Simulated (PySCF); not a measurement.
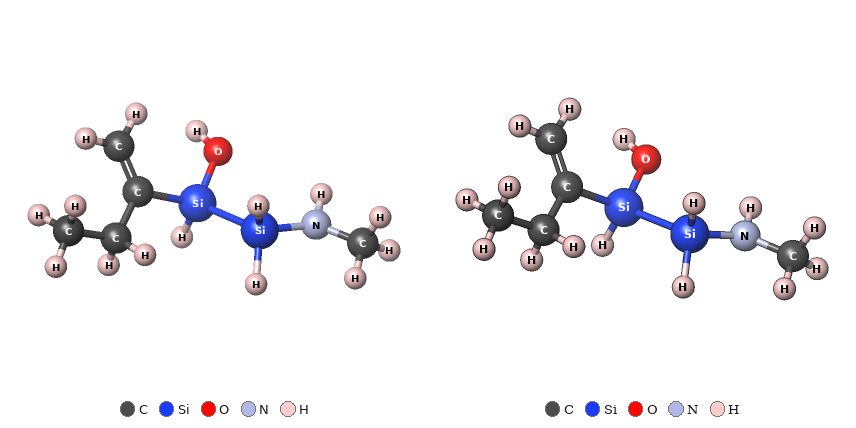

Two views of one molecule.

Computed geometry: GFN2-xTB optimisation. No frequency run is at hand to confirm it as a minimum.

Question: Which formula does it have?

Answer: C₅H₁₅NOSi₂, 24 atoms: 5 carbon, 15 hydrogen, 1 nitrogen, 1 oxygen and 2 silicon.

Question: Name some functional groups or characteristic bonds that it holds.

Answer: Among them: alkene, Si–H bond, Si–O bond, Si–N bond.

Question: Write the SMILES.

Answer: C=C(CC)[Si@@H](O)[SiH2]NC

Question: Count the bonded pairs by element.

Answer: 10 C–H, 3 C–C, 3 Si–H, 1 C–Si, 1 O–Si, 1 Si–Si, 1 N–Si, 1 C–N, 1 O–H, 1 N–H.

Question: Does it have rings?

Answer: It has no ring.

More results for the same structure follow; atom numbers are the same in all pictures, views and colours differ.

**Geometry**

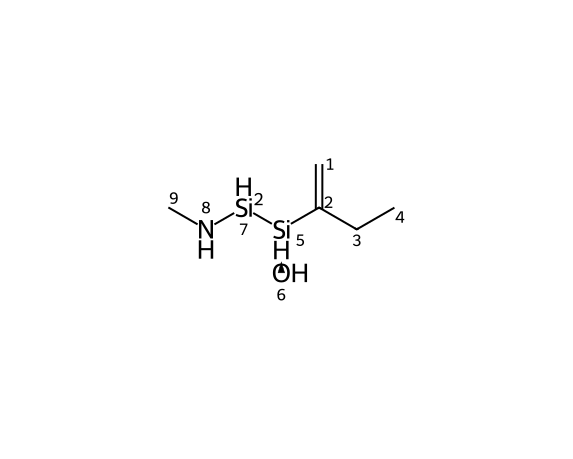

Skeletal drawing with numbered atoms; wedges and dashes mark any stereocentres. The configuration is that of a computed structure (GFN2-xTB).

Question: Assign CIP descriptors.

Answer: Si5: S.

**Electronic properties**

No frequency run is at hand to confirm it as a minimum. Method: PBE0/pcSseg-1, gas phase (PySCF 2.14.0).

Question: What is the dipole moment?

Answer: 0.92 D.

Question: What is the HOMO energy (Kohn–Sham orbital)?

Answer: −6.53 eV.

Question: What is the HOMO–LUMO gap?

Answer: 6.37 eV.

**NMR shielding**

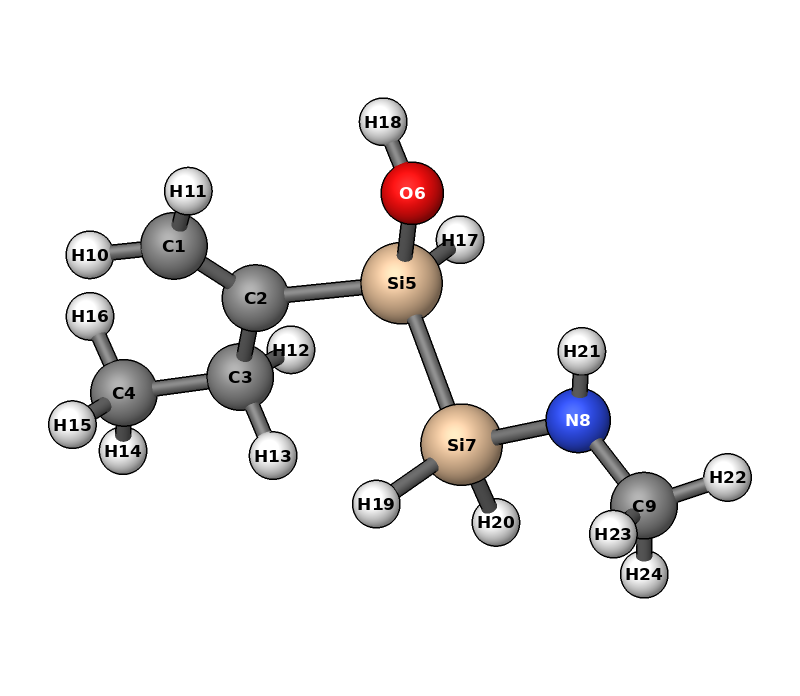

No frequency run is at hand to confirm it as a minimum. Method: GIAO PBE0/pcSseg-1 NMR shielding, non-relativistic, gas phase (PySCF 2.14.0). Principal shieldings σ11 ≤ σ22 ≤ σ33, span Ω = σ33 − σ11, skew κ = 3(σiso − σ22)/Ω.

Give the shielding tensors of the C atoms.

| atom | σ11 | σ22 | σ33 | σiso | Ω | κ |
| --- | --- | --- | --- | --- | --- | --- |
| C1 | −52.3 | 64.9 | 174.7 | 62.4 | 227.0 | −0.03 |
| C2 | −84.2 | −3.3 | 164.1 | 25.5 | 248.3 | 0.35 |
| C3 | 144.9 | 159.5 | 170.3 | 158.2 | 25.4 | −0.15 |
| C4 | 167.3 | 174.8 | 183.7 | 175.3 | 16.5 | 0.09 |
| C9 | 128.7 | 137.3 | 187.3 | 151.1 | 58.6 | 0.71 |

Shieldings and span in ppm.

**Charges**

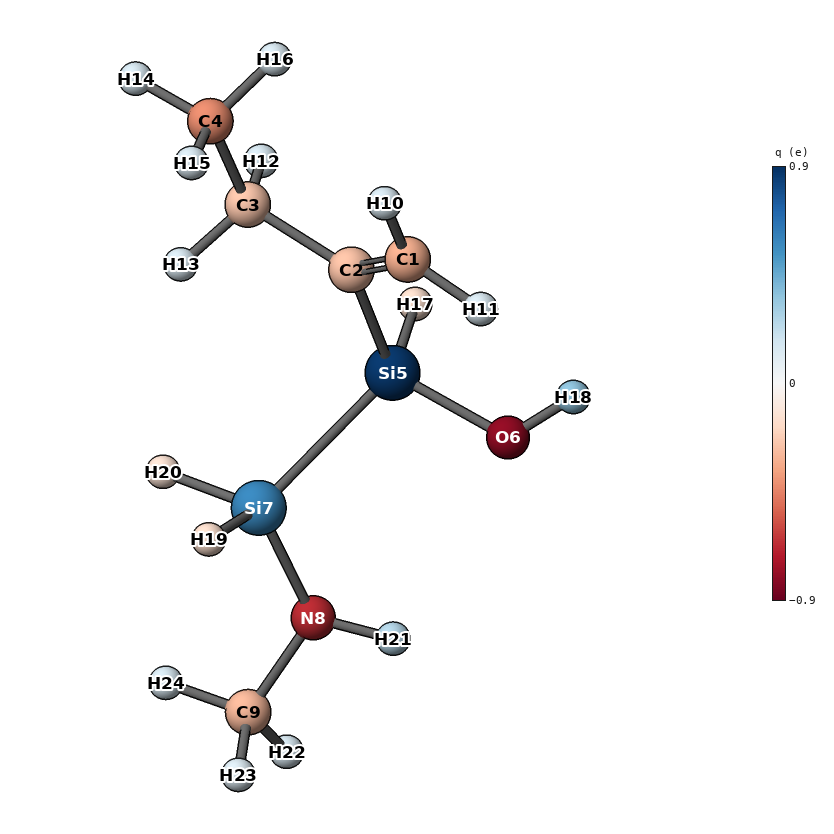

Atoms are coloured by their IAO charges. No frequency run is at hand to confirm it as a minimum. Level of theory: PBE0/pcSseg-1, gas phase (PySCF 2.14.0).

List the IAO charges.

```json
{"atom": "C1", "value (e)": "−0.32"}
{"atom": "C2", "value (e)": "−0.27"}
{"atom": "C3", "value (e)": "−0.25"}
{"atom": "C4", "value (e)": "−0.42"}
{"atom": "Si5", "value (e)": "0.86"}
{"atom": "O6", "value (e)": "−0.79"}
{"atom": "Si7", "value (e)": "0.58"}
{"atom": "N8", "value (e)": "−0.67"}
{"atom": "C9", "value (e)": "−0.30"}
{"atom": "H10", "value (e)": "0.14"}
{"atom": "H11", "value (e)": "0.14"}
{"atom": "H12", "value (e)": "0.14"}
{"atom": "H13", "value (e)": "0.14"}
{"atom": "H14", "value (e)": "0.14"}
{"atom": "H15", "value (e)": "0.14"}
{"atom": "H16", "value (e)": "0.14"}
{"atom": "H17", "value (e)": "−0.15"}
{"atom": "H18", "value (e)": "0.36"}
{"atom": "H19", "value (e)": "−0.15"}
{"atom": "H20", "value (e)": "−0.13"}
{"atom": "H21", "value (e)": "0.26"}
{"atom": "H22", "value (e)": "0.14"}
{"atom": "H23", "value (e)": "0.12"}
{"atom": "H24", "value (e)": "0.14"}
```

The geometry is semi-empirical. Around Si such bond lengths and angles can be off by a tenth of an ångström or more and by several degrees, and values that hang on the shape move with them.
